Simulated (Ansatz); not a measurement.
# H2Si···H4OSi: what the fields show

The calculation's input:

```
crystal:
  periodic: [false, false, false]
  atoms:
    - {symbol: Si, position_ang: [-0.891653, -1.488629, -1.057618]}
    - {symbol: H, position_ang: [1.230841, -0.122884, -1.344047]}
    - {symbol: O, position_ang: [0.423367, 0.018803, -0.844666]}
    - {symbol: Si, position_ang: [0.517391, 0.737041, 0.692730]}
    - {symbol: H, position_ang: [-2.012335, -0.460764, -1.137054]}
    - {symbol: H, position_ang: [-0.948095, -1.523799, 0.476101]}
    - {symbol: H, position_ang: [-0.822794, 1.278750, 0.969417]}
    - {symbol: H, position_ang: [1.532713, 1.814685, 0.554344]}
    - {symbol: H, position_ang: [0.970465, -0.253103, 1.690896]}
basis:
  gaussian: {orbitals: def2-TZVPP}
hamiltonian: {xc: pbe0, dispersion: d4}
output: {orbitals: {seedname: orbitals}}
```

Run with:

```sh
ansatz run in.yaml --threads 2 --pin off --events-out ev --progress --plain --max-ram 4352MiB
```

The reactant side of a reaction path; geometry: PBE0-D4/def2-TZVP.

These are results of Ansatz, RKS PBE0-D4/def2-TZVPP, not measurements.

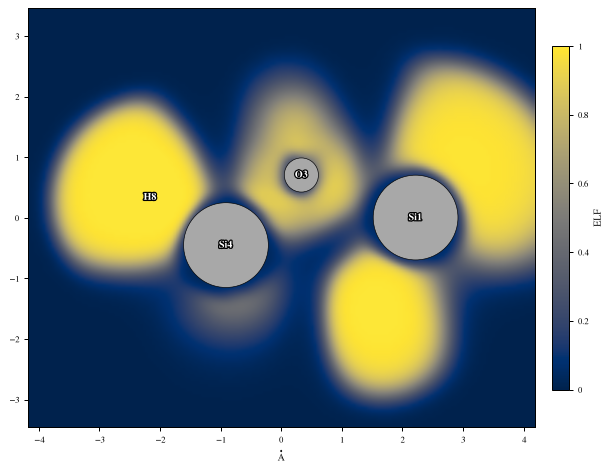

Figure 1. Electron localisation function on the plane of atoms O3, Si4 and H8. Grey discs cover the atomic cores.

Describe what can be read from this map.

Answer.
- The section cuts through Si, O and H sites.
- Si1···O3 (2.01 Å): the ELF peaks at about 0.90 in the valence shell of O, 0.6 Å from its nucleus, and is about 0.55 at the midpoint.
- Si–O (1.70 Å): the ELF peaks at about 0.90 between the atoms (a shared but strongly polarised pair).
- Si–H (1.49 Å): the ELF climbs to about 1 towards the hydrogen, as it does in any bond to H.
- The ELF also peaks beside Si1, away from the bonds: lone-pair regions.

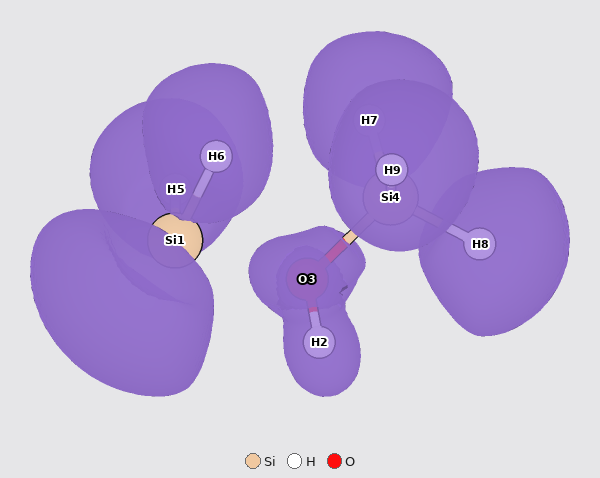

Figure 2. Isosurface of the electron localisation function at 0.75 (purple), seen across its widest extent. Core shells and regions of very low density are left out.

Where are the electrons localised?

Answer. The ELF exceeds this value in five regions around hydrogen nuclei, one lobe on Si, pointing away from the bonds (lone pairs) and one joined region spread over several atoms (H, O), in which their bonds and any lone pairs are merged.

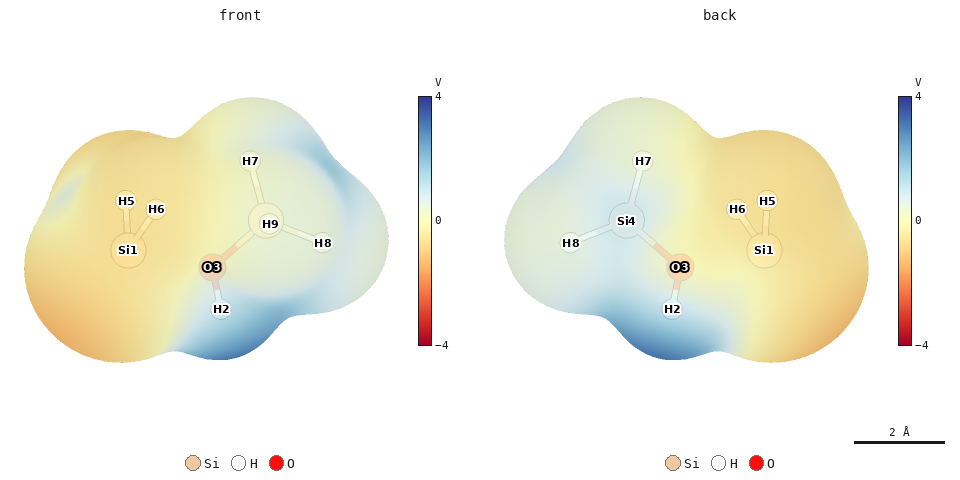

Figure 3. The molecular electrostatic potential painted on the density surface at 0.001 e/bohr³, seen from the front and from behind; red is negative and blue positive.

Describe the electrostatic potential map.

Answer. The most negative region (about −1.3 V) lies over Si1, the most positive (about +3.0 V) over H2.
